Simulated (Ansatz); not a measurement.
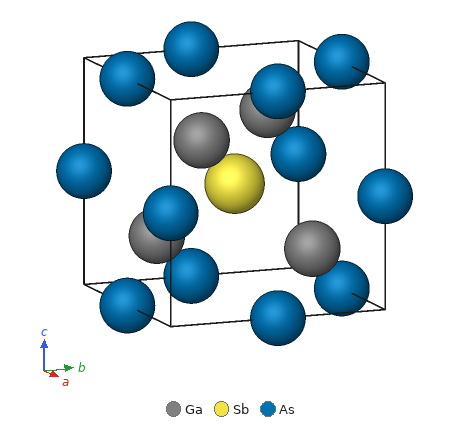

A spheres-only picture of a crystal structure, seen slightly off an axis. The wireframe shows the simulation cell.

Input used:
```yaml
crystal:
  lattice:
    - [5.867654, 0.0, 0.0]
    - [0.0, 5.867654, 0.0]
    - [0.0, 0.0, 5.867654]
  atoms:
    - { symbol: Ga, position: [0.241792, 0.758208, 0.758208] }
    - { symbol: Ga, position: [0.241792, 0.241792, 0.241792] }
    - { symbol: Ga, position: [0.758208, 0.758208, 0.241792] }
    - { symbol: Ga, position: [0.758208, 0.241792, 0.758208] }
    - { symbol: Sb, position: [0.5, 0.5, 0.5] }
    - { symbol: As, position: [0.0, 0.5, 0.0] }
    - { symbol: As, position: [0.0, 0.0, 0.5] }
    - { symbol: As, position: [0.5, 0.0, 0.0] }
basis:
  ecutwfc: 420
kpoints:
  mp_grid: { grid: [6, 6, 6] }
  band_path:
    path:
      - [[0.0, 0.0, 0.0], [0.0, 0.5, 0.0], [0.5, 0.5, 0.0], [0.0, 0.0, 0.0], [0.5, 0.5, 0.5], [0.0, 0.5, 0.0]]
      - [[0.5, 0.5, 0.5], [0.5, 0.5, 0.0]]
    npoints: 14
hamiltonian:
  xc: pbe
scf:
  occupations: { method: gaussian, width: 0.1 }
  n_extra_bands: 20
output:
  forces: true
  stress: true
  eigenvalues: true
  populations: true
  dos: { projected: true, de: 0.02, nscf_kmesh: { grid: [8, 8, 8] } }
  bader: true
  write_density: true
  write_potential: true
  elf: true
  volumetric_format: npy
```
Run as:
```sh
ansatz run input.yaml --threads 4 --pin off --max-ram 8192MiB --backend cpu --events-out ev --progress --plain --runs-dir out
```

All computed values are from Ansatz, DFT PBE, scalar-relativistic, plane waves, PAW. Settings: 420 eV cutoff, the zone sampled with 6×6×6 points, Gaussian smearing of 0.1 eV, no spin polarisation.

**How are the electrons shared out in a Bader analysis?**

Ga +0.58 e; Sb -0.35 e; As -0.65 e.

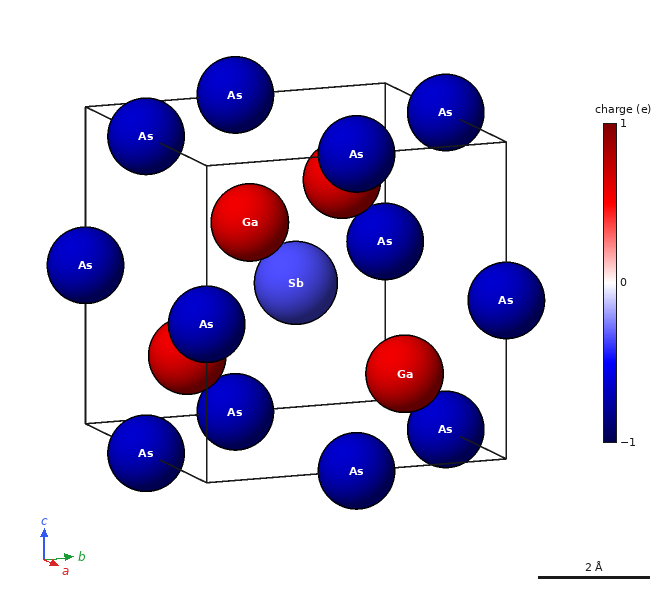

The atoms coloured by those charges.

It goes back to a structure type filled with these elements by a generator (whether the compound takes this form wasn't checked). Earlier steps of the study, as a rule a relaxation of our own, may have changed the cell and positions, so they can lie some per cent off the listed ones. Ansatz was used for an electronic-structure calculation on it.
